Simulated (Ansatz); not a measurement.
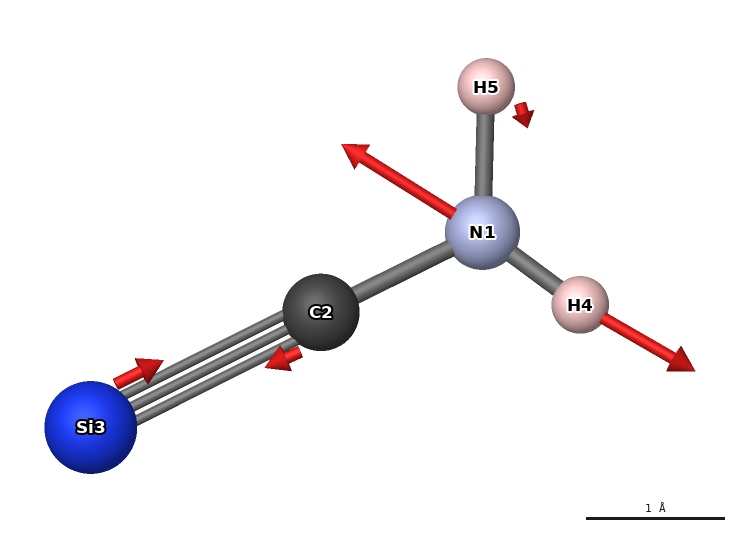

Arrows show the forces on the atoms, 0.1 Å of arrow for 1 eV/Å; forces under a tenth of the largest aren't drawn. State: neutral, doublet. Level of theory: B3LYP-D4/def2-TZVPP (Ansatz 0.2.0).

On which atom is the force largest, and how large is it?

Answer. On N1: 9.68 eV/Å.

Along which bond is the force strongest?

Answer. N1–H4, now 0.891 Å: the forces push its atoms apart, so a first step downhill lengthens it.

List the force components in the frame of the picture (x right, y up, z towards the viewer), in eV/Å.

| atom | Fx | Fy | Fz |
| --- | --- | --- | --- |
| N1 | −8.21 | 5.13 | −0.07 |
| C2 | −2.63 | −1.18 | −0.11 |
| Si3 | 3.52 | 1.76 | −0.33 |
| H4 | 6.77 | −3.90 | 0.66 |
| H5 | 0.55 | −1.82 | −0.15 |
